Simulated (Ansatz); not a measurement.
Input file:

```
crystal:
  periodic: [false, false, false]
  atoms:
    - { symbol: Ga, position_ang: [-1.434438, 0.022683, -0.582594] }
    - { symbol: O, position_ang: [1.307463, 0.341913, 0.965724] }
    - { symbol: S, position_ang: [-0.650078, -1.799987, -0.924028] }
    - { symbol: H, position_ang: [1.027832, -0.566383, 0.726898] }
    - { symbol: H, position_ang: [-2.095767, 1.395786, -0.376758] }
    - { symbol: H, position_ang: [1.844989, 0.605988, 0.190858] }
basis:
  gaussian: { orbitals: def2-SVP }
hamiltonian:
  xc: lda
relax:
  f_tol: 0.03
  max_steps: 50
output:
  orbitals: {}
```

Command:

```sh
ansatz run input.yaml --threads 2 --pin off --max-ram 3072MiB --backend cpu --events-out ev --progress --plain --runs-dir out
```

The fields are those of the relaxed geometry.

Method: Ansatz 0.2.0, RKS LDA/def2-SVP.

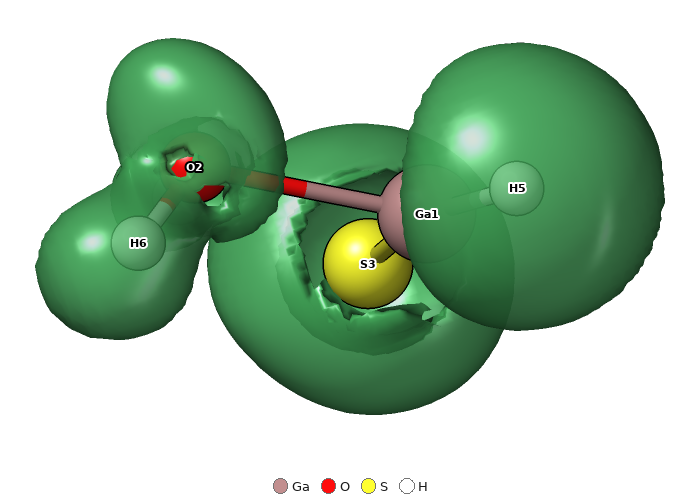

GaH3OS. Isosurface of the ELF at 0.8 (green), seen from one side. Only the valence region is drawn (cores and ρ < 0.01 e/Å³ removed).

Question: Describe the localisation domains.

Answer: The surface consists of one region around a hydrogen nucleus, one ring or bowl of non-bonding electrons around S and one joined region spread over several atoms (H, O), in which their bonds and any lone pairs are merged.

Values along the shortest contacts:
Ga–S (2.05 Å): the ELF peaks at about 0.80 in the valence shell of S, 0.8 Å from its nucleus, and is about 0.60 at the midpoint. Ga–O (2.10 Å): the ELF peaks at about 0.90 in the valence shell of O, 0.6 Å from its nucleus, and is about 0.20 at the midpoint.
